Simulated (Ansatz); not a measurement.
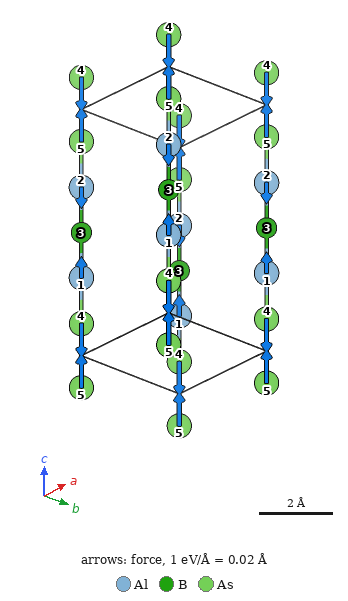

Starting geometry of crystalline Al2BAs2 (a generated structure, set up in P4/mmm) (coarse preliminary run) with the computed forces as blue arrows. A ball-and-stick model of the cell of the calculation, seen from a free direction.

Computed with DFT PBE, scalar-relativistic, plane waves, PAW (Ansatz 0.2.0). (plane-wave cutoff 420 eV; k-point mesh 6 × 6 × 2; occupations gaussian; smearing width 0.1 eV; no spin polarisation; cell and atoms relaxed; force threshold 0.04 eV/Å; at most 70 steps)

Is this structure relaxed? If not, where do the atoms go?

It isn't relaxed: the largest force vector, on As atoms, is 53.83 eV/Å. The atoms end up moving mostly along the starting forces (cosine between the two patterns 0.92). Over 19 accepted moves (21 points after the start) the energy falls by 9805 meV per atom. Largest force component: 54 eV/Å at the start, 0.027 eV/Å at the end. The pressure goes from 146.63 to 0.06 GPa. The SCF was repeated twice at an unchanged geometry on a basis and grid sized afresh for the cell, which shifted the energy by 181 meV per atom at most. The largest moves relative to the cell, 0.18 Å, are those of Al1 and Al2. Al2 goes along −c. Largest moves by element: Al 0.18 Å, As 0.13 Å. B stays in place. The volume changes by −8.8 %, with a = b 3.640 → 2.715 Å (−25.4 %), c 7.597 → 12.452 Å (+63.9 %). Near-neighbour distances that change, for instance: B3–As4 2.811 → 4.733 Å, Al1–As4 1.417 → 2.634 Å, As4–As5 1.976 → 2.986 Å, As4–As4 3.640 → 2.715 Å. The space group stays P4/mmm (No. 123).

Limits of the set-up: the k-point mesh is coarse for a cell with partly filled bands.
